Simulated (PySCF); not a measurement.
```xyz
18

C    -2.6124    0.8806    0.4428
O    -1.3168    1.0251   -0.0874
C    -0.4234   -0.0508    0.1925
C    -0.6340   -1.2500   -0.7276
Si    1.2377    0.8805    0.0125
Cl    1.5437    2.0150    1.6221
C     2.7401   -0.3712   -0.0660
Cl    4.2876    0.4927    0.0432
Cl    2.6476   -1.5331    1.2767
Cl    2.7231   -1.2732   -1.5929
H    -2.5809    0.7522    1.5313
H    -3.1408    0.0313   -0.0018
H    -3.1449    1.7988    0.2024
H    -0.5749   -0.3764    1.2338
H    -0.5343   -0.9490   -1.7666
H    -1.6230   -1.6793   -0.5825
H     0.1058   -2.0135   -0.5084
H     1.2911    1.6266   -1.2356
```

Geometry: GFN2-xTB.

Theory: PBE0/pcSseg-1, SCF density, gas phase, non-relativistic in PySCF 2.14.0.

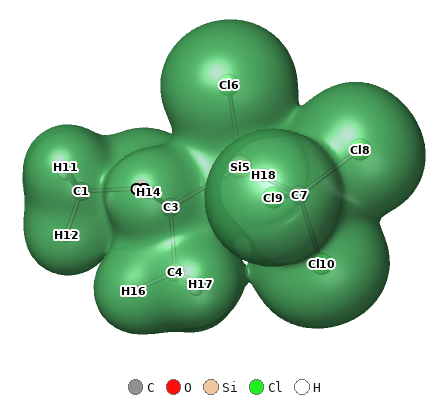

C4H8Cl4OSi. Isosurface of the electron density at 0.05 e/Å³ (green), seen at a tilt.

Question: What does this surface tell about the bonding?

Answer: At this value the surface is in one piece. It bridges the sampled C–O (1.41 Å), C–C (1.53 Å), C–Cl (1.77 Å) and C–Si (1.91 Å) contacts, where the density stays above the isovalue. On the grid the lowest density along these lines, outside the cores, is 1.8 e/Å³ (C–O, 1.41 Å), 1.6 e/Å³ (C–C, 1.53 Å), 1.3 e/Å³ (C–Cl, 1.77 Å) and 0.81 e/Å³ (C–Si, 1.91 Å).
